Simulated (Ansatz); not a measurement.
**H2O···GeH4 (SMILES O.[GeH4]): density, localisation and related maps**

Input file:

```
crystal:
  periodic: [false, false, false]
  atoms:
    - {symbol: O, position_ang: [0.012099, -0.081882, -1.985383]}
    - {symbol: H, position_ang: [0.612600, 0.632952, -2.208691]}
    - {symbol: H, position_ang: [0.511126, -0.886796, -2.142098]}
    - {symbol: Ge, position_ang: [-0.232317, 0.066994, 1.252144]}
    - {symbol: H, position_ang: [-0.307292, 0.131403, 2.789203]}
    - {symbol: H, position_ang: [0.335516, -1.301593, 0.853592]}
    - {symbol: H, position_ang: [0.704312, 1.182465, 0.768760]}
    - {symbol: H, position_ang: [-1.636045, 0.256257, 0.672574]}
basis:
  gaussian: {orbitals: "def2-TZVPPD.json"}
hamiltonian: {xc: pbe0, dispersion: d4}
output: {orbitals: {seedname: orbitals}}
```

Launched as:

```sh
ansatz run in.yaml --threads 4 --pin off --events-out ev --progress --plain --max-ram 9574MiB
```

Geometry: PBE0-D4/def2-TZVP.

The calculation used Ansatz, RKS PBE0-D4/def2-TZVPPD.

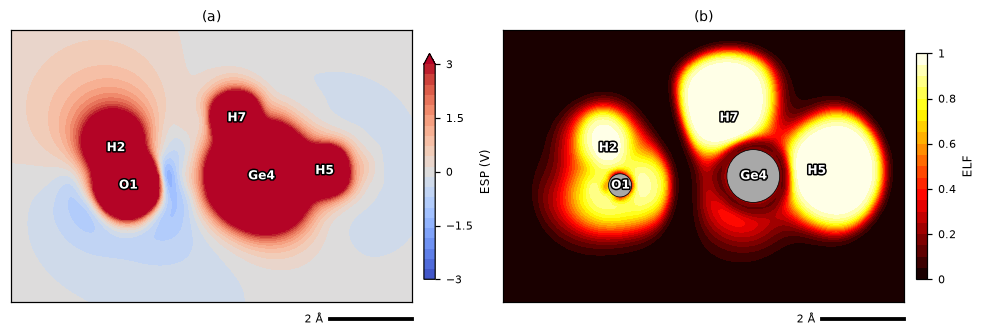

Figure 1. (a) electrostatic potential; (b) ELF on the plane of atoms H5, Ge4 and H7. Grey discs cover the atomic cores in the ELF map.

> Interpret the plot.

- Atoms in the plane: O, H and Ge.
- Ge4···O1 (3.25 Å): the ELF dips to about 0 between them.
- O–H (0.96 Å): the ELF climbs to about 1 towards the hydrogen, as it does in any bond to H; a covalent bond by its length.
- Ge–H (1.54 Å): the ELF climbs to about 1 towards the hydrogen.
- The ELF also peaks beside O1, away from the bonds: lone-pair regions.
- Outside the dense part of the complex the potential is most negative (−1.1 V) near O1.

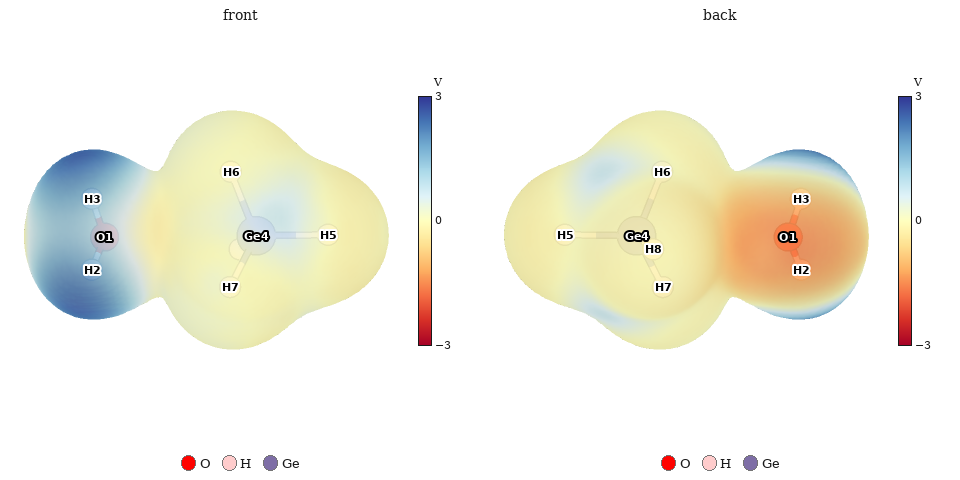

Figure 2. The electrostatic potential painted on the density surface at 0.002 e/bohr³, seen from the front and from behind; the colour scale runs from red (negative) to blue (positive).

> Where is the surface potential most negative and most positive?

The most negative region (about −1.5 V) lies over O1, the most positive (about +2.5 V) over H2 and H3. O1 is the likeliest acceptor of a hydrogen bond.

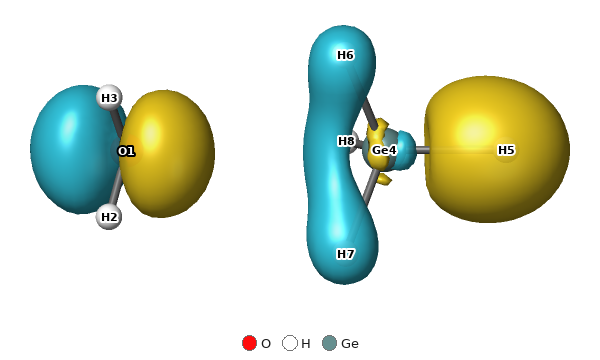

Figure 3. The HOMO at ±0.15 Å⁻³ᐟ² (yellow and cyan are the two phases), seen at a tilt.

> Describe this orbital and give its energy.

It lies mainly on O1 (about 40 %), Ge4 (about 25 %) and H5 (about 20 %). Its energy is −8.92 eV.
